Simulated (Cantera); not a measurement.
Feed: 1 mol SiHCl3, 42 mol NH3, 24 mol N2, equilibrated at 5.20 mbar.

Method: chemical equilibrium by Gibbs-energy minimisation in Cantera with the NASA 1993 tables (ideal gas, pure condensed phases). Candidate condensed phases: NH4Cl, Si, Si3N4; 28 gas species. The tables' values for SiCl are old estimates; treat these amounts as uncertain. Gases not in the tables: Si2H6 and higher silanes. Equilibrium is a limit: real reactors are often held back by kinetics, nucleation or transport.

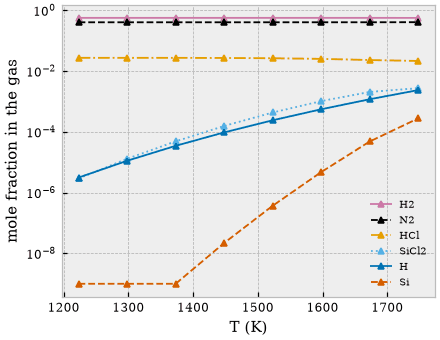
Fig. 1. Equilibrium gas composition (values under 1e-9 drawn at 1e-9)

From 1223 K to 1673 K the condensed part is Si3N4(s). At 1748 K the condensed part is Si(l). The main Si-bearing gas is SiCl2 throughout. The share of Si in condensed phases is highest at 1223 K (100.0 %) and lowest at 1748 K (65.1 %).
